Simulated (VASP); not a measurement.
**A VASP study of SmY (LDA): structure first, properties next**

What structure does SmY take at this level, and what are its properties? The steps: first try, relaxing cell and atoms (LDA), second relaxation, single point with fields (LDA), bands along the symmetry lines (LDA), total and projected DOS (LDA), core-level energies (LDA) and bands along the symmetry lines (LDA + SOC). The cell is invented: it takes the structure of a Materials Project entry for Sm (space group 139 there), with some of its atoms replaced by other elements, volume scaled by an estimate. It may not be a known or stable phase. Left out of this account: 1 further run (relaxation: a spoilt try).

Calculated with VASP 6.6.1; LDA, spin-polarised from a ferromagnetic start (one magnetic atom a cell); plane waves and PAW (Sm, Y_sv), in the first sound run; inputs show where later runs differ.

## (1) The starting structure

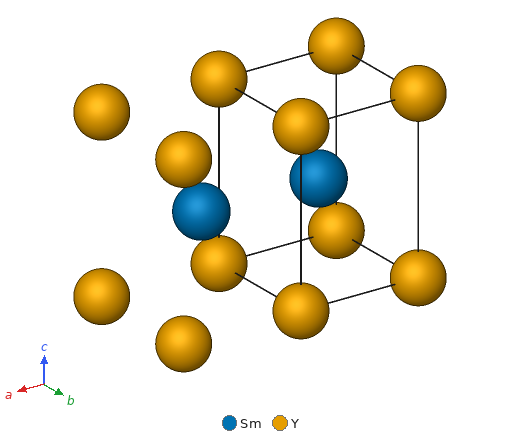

The starting structure, seen from a free direction (samarium blue, yttrium orange). 2×1×1 cells are drawn. Some periodic images of atoms are drawn too.

As a file:

```
Sm Y
1.0
     3.60686    0.00000    0.00000
     0.00000    3.60686    0.00000
     0.00000    0.00000    5.08287
Sm Y
1 1
Direct
  0.50000 0.50000 0.50000
  0.00000 0.00000 0.00000
```

## (2) First try

This run is made with a changed input; what comes of it follows.

File INCAR:

```
SYSTEM = SmY
PREC = Accurate
ENCUT = 450
EDIFF = 1E-06
NELM = 66
ISMEAR = 1
SIGMA = 0.2
LREAL = .FALSE.
ALGO = Normal
GGA = CA
ISPIN = 2
MAGMOM = 5 0
LMAXMIX = 6
LORBIT = 11
LWAVE = .FALSE.
LCHARG = .FALSE.
IBRION = 2
NSW = 2
ISIF = 3
EDIFFG = -0.01
```

File POSCAR:

```
SmY
1.0
    3.6068590000      0.0000000000      0.0000000000
    0.0000000000      3.6068590000      0.0000000000
    0.0000000000      0.0000000000      5.0828720000
Sm Y
1 1
Direct
    0.5000000000      0.5000000000      0.5000000000
    0.0000000000      0.0000000000      0.0000000000
```

File KPOINTS:

```
Automatic mesh
0
Gamma
5 5 4
0 0 0
```

Potentials, in the order of the species: Sm and Y_sv (PBE family, release 64).

The run is started by

```bash
$ mpirun -np 1 vasp_std
```

Log:

```text
[banner, memory and clock lines left out]
running    1 mpi-ranks, on    1 nodes
[...]
|                                                                             |
|               ----> ADVICE to this user running VASP <----                  |
|                                                                             |
|     You enforced a specific xc type in the INCAR file but a different       |
|     [... a line on the potential file left out ...]
|     I HOPE YOU KNOW WHAT YOU ARE DOING!                                     |
|                                                                             |

 LDA part: xc-table for (Slater(with rela. corr.)+CA(PZ))
 , standard interpolation
 POSCAR, INCAR and KPOINTS ok, starting setup
[...]
entering main loop
       N       E                     dE             d eps       ncg     rms          rms(c)
DAV:   1     0.168997328035E+03    0.16900E+03   -0.10307E+04  1772   0.433E+03
DAV:   2     0.116984045816E+02   -0.15730E+03   -0.14868E+03  1976   0.401E+02
DAV:   3    -0.123997227883E+02   -0.24098E+02   -0.23052E+02  2440   0.136E+02
DAV:   4    -0.151538928362E+02   -0.27542E+01   -0.26445E+01  2844   0.353E+01
[...]
DAV:  20    -0.163378665124E+02    0.25403E-04   -0.52816E-05  2692   0.160E-01    0.488E+00
DAV:  21    -0.163378665461E+02   -0.33710E-07   -0.13397E-05  2280   0.654E-02    0.491E+00
DAV:  22    -0.163378660542E+02    0.49189E-06   -0.20400E-06  1728   0.191E-02
   1 F= -.16337866E+02 E0= -.16336705E+02  d E =-.163379E+02  mag=     6.4665
[...]
N       E                     dE             d eps       ncg     rms          rms(c)
DAV:   1    -0.349338649809E+02   -0.18596E+02   -0.85872E+01  2688   0.124E+02    0.855E+01
DAV:   2    -0.230427665290E+03   -0.19549E+03   -0.16158E+03  1992   0.370E+02    0.212E+03
DAV:   3    -0.254641384424E+03   -0.24214E+02   -0.20332E+02  2276   0.122E+02    0.221E+03
DAV:   4    -0.249369996854E+03    0.52714E+01   -0.11228E+01  1972   0.271E+01    0.244E+03
[...]
DAV:  61    -0.164035796513E+02   -0.62205E-04   -0.52056E-05  2704   0.128E-01    0.205E-01
DAV:  62    -0.164035357504E+02    0.43901E-04   -0.59628E-05  2496   0.162E-01    0.171E-02
DAV:  63    -0.164035364027E+02   -0.65228E-06   -0.49098E-06  1856   0.144E-02
   2 F= -.16403536E+02 E0= -.16403153E+02  d E =-.656703E-01  mag=    -6.3393
 trial-energy change:   -0.065670  1 .order   -0.059522   -0.096728   -0.022316
 step:   1.1887(harm=  1.2999)  dis= 0.00000  next Energy=   -16.405683 (dE=-0.678E-01)
```

Run time: 3.2 min. Hardware: 1 MPI rank of Intel Xeon 6975P-C (Granite Rapids), shared host; peak memory 0.22 GiB.

The logs omit lines about the potential files and the build; timing stands in the text.

Parts of OUTCAR (step 2):

```text
 spin component 1
 k-point     1 :       0.0000    0.0000    0.0000
  band No.  band energies     occupation
    ...
      7     -13.8286      1.00000
      8     -13.8286      1.00000
      9      -0.9786      1.00000
     10       1.5814      1.00000
     11       2.4628      1.00000
     12       5.4978     -0.00000
     13       5.4978     -0.00000
     14       5.6288     -0.00000
     15       6.1295     -0.00000
     16       6.2785     -0.00000
    ...

 k-point     2 :       0.2000    0.0000    0.0000
  band No.  band energies     occupation
    ...
      7     -14.1551      1.00000
      8     -13.8034      1.00000
      9      -0.2119      1.00000
     10       2.1655      1.00000
     11       2.9975      1.02542
     12       4.6984     -0.00000
     13       5.5516     -0.00000
     14       5.7178     -0.00000
     15       5.8505     -0.00000
     16       6.4157     -0.00000
    ...

  Total       -0.3487856     -0.3487856     -0.0563255      0.0000000     -0.0000000      0.0000000
  in kB       -9.1930623     -9.1930623     -1.4845902      0.0000000     -0.0000000      0.0000000
  external PRESSURE =      -6.6235716 kB  Pullay stress =       0.0000000 kB

 POSITION                                       TOTAL-FORCE (eV/Angst)
 -----------------------------------------------------------------------------------
      1.74904      1.74904      2.48382         0.000000     -0.000000      0.000000
      0.00000      0.00000      0.00000         0.000000      0.000000      0.000000
 -----------------------------------------------------------------------------------
    total drift:                                0.000000      0.000000      0.000000

  FREE ENERGIE OF THE ION-ELECTRON SYSTEM (eV)
  ---------------------------------------------------
  free  energy   TOTEN  =       -16.4035364027 eV

  energy  without entropy=      -16.4023857749  energy(sigma->0) =      -16.40315286

 magnetization (x)
# of ion       s       p       d       f       tot
--------------------------------------------------
    1        0.001   0.048  -0.152  -5.462  -5.564
    2       -0.001  -0.069  -0.127  -0.004  -0.200
--------------------------------------------------
tot          0.001  -0.020  -0.279  -5.466  -5.764

[... 24 further parts left out ...]
[key lines of the parts left out:]
E-fermi :   3.1981
```

CONTCAR:

```
SmY
   1.00000000000000
     3.4980738542257859    0.0000000000000000    0.0000000000000000
     0.0000000000000000    3.4980738542257859    0.0000000000000000
     0.0000000000000000   -0.0000000000000000    4.9676498218876759
  Sm              Y
     1     1
Direct
     0.5000000000000000    0.5000000000000000    0.5000000000000000
     0.0000000000000000    0.0000000000000000    0.0000000000000000
```

The relaxation used up its NSW steps before forces and stress met EDIFFG.

The fault in the input: too few ionic steps (NSW = "2"). Raise NSW.

## (3) Relaxing cell and atoms (LDA)

Properties are meant for the cell that this level of theory prefers, so cell and atoms are relaxed first (ISIF = 3) until forces and stress are small; EDIFFG sets the threshold.

INCAR: that of step 2 with these lines changed.

```diff
@@ -4,3 +4,3 @@
 EDIFF = 1E-06
-NELM = 66
+NELM = 100
 ISMEAR = 1
@@ -17,3 +17,3 @@
 IBRION = 2
-NSW = 2
+NSW = 60
 ISIF = 3
```

POSCAR is that of step 2.

KPOINTS is that of step 2.

The run is started by

```bash
$ mpirun -np 1 vasp_std
```

Log:

```text
[banner, memory and clock lines left out]
running    1 mpi-ranks, on    1 nodes
 distrk:  each k-point on    1 cores,    1 groups
 distr:  one band on    1 cores,    1 groups

 POSCAR found type information on POSCAR SmY
 POSCAR found :  2 types and       2 ions
 [... a notice as in an earlier step ...]

 LDA part: xc-table for (Slater(with rela. corr.)+CA(PZ))
 , standard interpolation
 POSCAR, INCAR and KPOINTS ok, starting setup
 FFT: planning ... GRIDC
 FFT: planning ... GRID_SOFT
 FFT: planning ... GRID
 WAVECAR not read
 entering main loop
       N       E                     dE             d eps       ncg     rms          rms(c)
[... 22 cycles as in an earlier step ...]
   1 F= -.16337866E+02 E0= -.16336705E+02  d E =-.163379E+02  mag=     6.4665
 curvature:   0.00 expect dE= 0.000E+00 dE for cont linesearch  0.000E+00
 trial: gam= 0.00000 g(F)=  0.000E+00 g(S)=  0.967E-01 ort = 0.000E+00 (trialstep = 0.100E+01)
 search vector abs. value=  0.967E-01
 bond charge predicted
       N       E                     dE             d eps       ncg     rms          rms(c)
[... 63 cycles as in an earlier step ...]
   2 F= -.16403536E+02 E0= -.16403153E+02  d E =-.656703E-01  mag=    -6.3393
[... from here on, the cycles between the ionic steps are left out ...]
   3 F= -.16406582E+02 E0= -.16406277E+02  d E =-.687164E-01  mag=    -6.3203
   4 F= -.16406100E+02 E0= -.16405822E+02  d E =-.682335E-01  mag=    -6.3222
   5 F= -.16406381E+02 E0= -.16406125E+02  d E =-.685146E-01  mag=    -6.3209
   6 F= -.16407592E+02 E0= -.16407257E+02  d E =-.121114E-02  mag=    -6.3194
   7 F= -.16408959E+02 E0= -.16408400E+02  d E =-.257879E-02  mag=    -6.3194
   8 F= -.16409148E+02 E0= -.16408301E+02  d E =-.276711E-02  mag=    -6.3262
   9 F= -.16409478E+02 E0= -.16408765E+02  d E =-.309709E-02  mag=    -6.3220
  10 F= -.16409638E+02 E0= -.16408924E+02  d E =-.159797E-03  mag=    -6.3113
 trial-energy change:   -0.000160  1 .order    0.000490   -0.000974    0.001954
 step:   1.1017(harm=  0.5731)  dis= 0.00000  next Energy=   -16.409959 (dE=-0.482E-03)
 bond charge predicted
       N       E                     dE             d eps       ncg     rms          rms(c)
DAV:   1    -0.164576520344E+02   -0.48015E-01   -0.10239E-01  2620   0.543E+00    0.579E+00
DAV:   2    -0.221508148532E+02   -0.56932E+01   -0.15091E+01  2144   0.580E+01    0.692E+01
DAV:   3    -0.162794882062E+02    0.58713E+01   -0.14723E+01  2108   0.409E+01    0.278E+01
DAV:   4    -0.164193816590E+02   -0.13989E+00   -0.12838E+00  2460   0.389E+00    0.382E+00
DAV:   5    -0.164092393237E+02    0.10142E-01   -0.73309E-02  2764   0.318E+00    0.762E-01
DAV:   6    -0.164103438561E+02   -0.11045E-02   -0.13277E-02  2668   0.148E+00    0.870E-01
DAV:   7    -0.164098226368E+02    0.52122E-03   -0.24154E-03  2708   0.458E-01    0.688E-01
DAV:   8    -0.164097721813E+02    0.50455E-04   -0.20879E-04  2672   0.113E-01    0.651E-01
DAV:   9    -0.164097643630E+02    0.78183E-05   -0.55374E-05  2564   0.112E-01    0.636E-01
DAV:  10    -0.164097478318E+02    0.16531E-04   -0.41950E-05  2564   0.142E-01    0.631E-01
DAV:  11    -0.164097823933E+02   -0.34562E-04   -0.53433E-05  2660   0.113E-01    0.636E-01
DAV:  12    -0.164097549341E+02    0.27459E-04   -0.77223E-05  2260   0.219E-01    0.638E-01
DAV:  13    -0.164097536193E+02    0.13149E-05   -0.18776E-05  2648   0.606E-02    0.657E-01
DAV:  14    -0.164097540020E+02   -0.38270E-06   -0.31220E-06  1740   0.186E-02
  11 F= -.16409754E+02 E0= -.16409044E+02  d E =-.276278E-03  mag=    -6.3126
 curvature:  -0.23 expect dE=-0.251E-06 dE for cont linesearch -0.108E-06
 trial: gam=-0.02805 g(F)=  0.781E-63 g(S)=  0.111E-05 ort = 0.164E-04 (trialstep = 0.160E+01)
 search vector abs. value=  0.630E-06
 reached required accuracy - stopping structural energy minimisation
```

It took 7.3 min on 1 MPI rank; peak memory 0.22 GiB.

From OUTCAR (step 3):

```text
The static configuration has the point symmetry D_4h.

 Found     18 irreducible k-points:

   NELECT =      27.0000    total number of electrons

 E-fermi :   3.3118

 spin component 1
 k-point     1 :       0.0000    0.0000    0.0000
  band No.  band energies     occupation
    ...
      7     -13.6498      1.00000
      8     -13.6498      1.00000
      9      -0.8803      1.00000
     10       1.6401      1.00000
     11       2.5801      1.00000
     12       5.5806     -0.00000
     13       5.7402     -0.00000
     14       5.7402     -0.00000
     15       6.2046     -0.00000
     16       6.3715     -0.00000
    ...

 k-point     2 :       0.2000    0.0000    0.0000
  band No.  band energies     occupation
    ...
      7     -14.0272      1.00000
      8     -13.6198      1.00000
      9      -0.0823      1.00000
     10       2.2604      1.00000
     11       3.1622      0.97543
     12       4.8254     -0.00000
     13       5.5869     -0.00000
     14       5.8777     -0.00000
     15       5.9558     -0.00000
     16       6.5446     -0.00000
    ...

 k-point     3 :       0.4000    0.0000    0.0000
  band No.  band energies     occupation
    ...
      6     -14.5805      1.00000
      7     -14.0692      1.00000
      8     -13.5707      1.00000
      9       1.7141      1.00000
     10       3.1747      0.95464
     11       3.7447     -0.00453
     12       4.0682     -0.00000
     13       4.3972     -0.00000
     14       5.1693     -0.00000
     15       5.9984     -0.00000
    ...

 k-point     4 :       0.2000    0.2000    0.0000
  band No.  band energies     occupation
    ...
      6     -14.0672      1.00000
      7     -14.0103      1.00000
      8     -13.9562      1.00000
      9       0.6122      1.00000
     10       2.7821      1.00058
     11       3.7154     -0.00754
     12       4.1424     -0.00000
     13       4.7734     -0.00000
     14       5.8385     -0.00000
     15       6.2221     -0.00000
    ...

  Total       -0.0006898     -0.0006898     -0.0067010      0.0000000      0.0000000      0.0000000
  in kB       -0.0186124     -0.0186124     -0.1808004      0.0000000      0.0000000      0.0000000
  external PRESSURE =      -0.0726751 kB  Pullay stress =       0.0000000 kB

  energy-cutoff  :      450.00
  volume of cell :       59.38
      direct lattice vectors                 reciprocal lattice vectors
     3.435229720  0.000000000  0.000000000     0.291101347  0.000000000  0.000000000
     0.000000000  3.435229720  0.000000000     0.000000000  0.291101347 -0.000000000
     0.000000000  0.000000000  5.032008841     0.000000000 -0.000000000  0.198727791

 POSITION                                       TOTAL-FORCE (eV/Angst)
 -----------------------------------------------------------------------------------
      1.71761      1.71761      2.51600         0.000000      0.000000      0.000000
      0.00000      0.00000      5.03201         0.000000     -0.000000      0.000000
 -----------------------------------------------------------------------------------
    total drift:                                0.000000      0.000000      0.000000

  FREE ENERGIE OF THE ION-ELECTRON SYSTEM (eV)
  ---------------------------------------------------
  free  energy   TOTEN  =       -16.4097540020 eV

  energy  without entropy=      -16.4076239156  energy(sigma->0) =      -16.40904397

 reached required accuracy - stopping structural energy minimisation

 total charge
# of ion       s       p       d       f       tot
--------------------------------------------------
    1        2.079   5.544   0.555   5.474  13.652
    2        2.322   6.197   1.066   0.011   9.597
--------------------------------------------------
tot          4.401  11.741   1.621   5.485  23.248

 magnetization (x)
# of ion       s       p       d       f       tot
--------------------------------------------------
    1        0.000   0.048  -0.155  -5.456  -5.562
    2       -0.000  -0.068  -0.118  -0.004  -0.191
--------------------------------------------------
tot          0.000  -0.020  -0.273  -5.460  -5.753

[... 7 parts as in an earlier step ...]

[... 9 further parts left out ...]
```

CONTCAR:

```
SmY
   1.00000000000000
     3.4352297197495689    0.0000000000000000    0.0000000000000000
     0.0000000000000000    3.4352297197495689    0.0000000000000000
     0.0000000000000000    0.0000000000000000    5.0320088406745311
  Sm              Y
     1     1
Direct
     0.5000000000000000    0.5000000000000000    0.5000000000000000
     0.0000000000000000    0.0000000000000000    1.0000000000000000
```

The cell holds one magnetic atom, so no antiferromagnetic order fits into it. The k-mesh is coarse for a metal. Without U or exact exchange the f electrons of Sm come out too delocalised, which can shrink the cell and pin f bands at the Fermi level. The PAW data sets were made with PBE, a small mismatch for LDA. After so large a change of volume the plane waves of the start cell no longer fit, so the final stress carries a basis-set error. The run keeps the 16 symmetry operations of its start, so it cannot find a distortion of lower symmetry.

Step by step:

```csv
step,energy less that of the first step (eV),largest force (eV/Å),pressure (GPa),volume (Å³)
1,0.0000,0.0000,-2.78,66.13
2,-0.0657,0.0000,-0.66,60.79
3,-0.0687,0.0000,0.30,59.81
4,-0.0682,0.0000,-0.42,60.07
5,-0.0685,0.0000,-0.22,59.93
6,-0.0697,0.0000,-0.19,59.91
7,-0.0711,0.0000,-0.21,59.86
8,-0.0713,0.0000,-0.21,59.75
9,-0.0716,0.0000,-0.24,59.80
10,-0.0718,0.0000,0.48,59.15
11,-0.0719,0.0000,-0.01,59.38
```

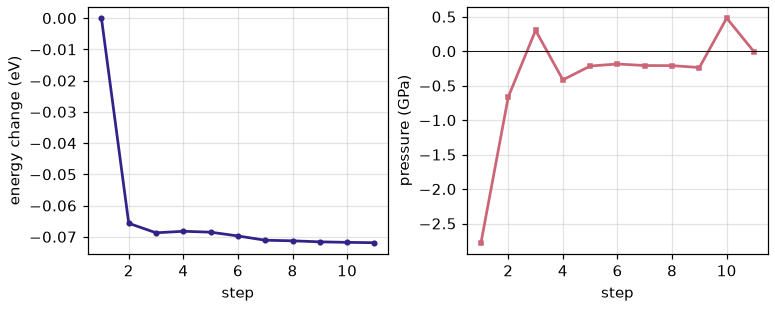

Energy and pressure along the relaxation.

```csv
"conventional cell, symmetrised",before,after,change
a (Å),3.607,3.435,-4.8 %
b (Å),3.607,3.435,-4.8 %
c (Å),5.083,5.032,-1.0 %
volume (Å³/atom),33.06,29.69,-10.2 %
```

Final coordinates:

```
Sm Y
1.0
     3.43523    0.00000    0.00000
     0.00000    3.43523    0.00000
     0.00000    0.00000    5.03201
Sm Y
1 1
Direct
  0.50000 0.50000 0.50000
  0.00000 0.00000 0.00000
```

Numbers from this step:

```
electrons                                         : 27
bands                                             : 20
irreducible k-points                              : 18
symmetry operations                               : 16
free energy (TOTEN)                               : -16.41 eV
energy at zero smearing                           : -16.41 eV
Fermi energy                                      : 3.312 eV
pressure                                          : -0.007268 GPa
moment of the cell, from the last line of the log : -6.313 μB
metallic                                          : yes
SCF cycles over all ionic steps                   : 223
```

Spin moment in the PAW sphere by atom:

```csv
atom,spin moment in the PAW sphere (μB)
Sm1,-5.56
Y2,-0.19
```

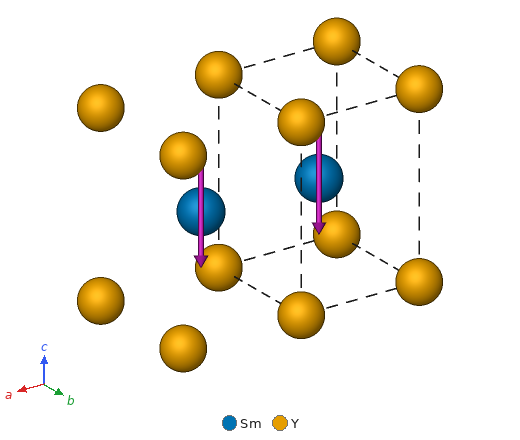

Spin moment in the PAW sphere as arrows, the longest 5.56 μB. Up and down stand for the sign. Arrows give size and sign along the axis of quantisation, drawn up and down the page. 2×1×1 cells are drawn. Some periodic images of atoms are drawn too.

It ends with forces that vanish by symmetry and a pressure of -0.01 GPa.

[end of part 1 of 4]

[Lines on the potential files, build, host, timing and source positions are cut from VASP's logs without a mark.]

[Logs are printed without paths, hosts, clocks, repeated set-up lines and the standing remarks that a program may print on its own settings, such as how far it seeks lower states.]

[Hosts, paths, dates, database ids (printed as entryN), source tags and the programs' standing remarks are cut or masked in the printed files.]

[A measured line is paired with the nearest computed mode of its activity, which favours agreement.]

[In band tables of VASP the shares of atoms and orbitals are scaled to a sum of 1 inside the atoms' spheres.]
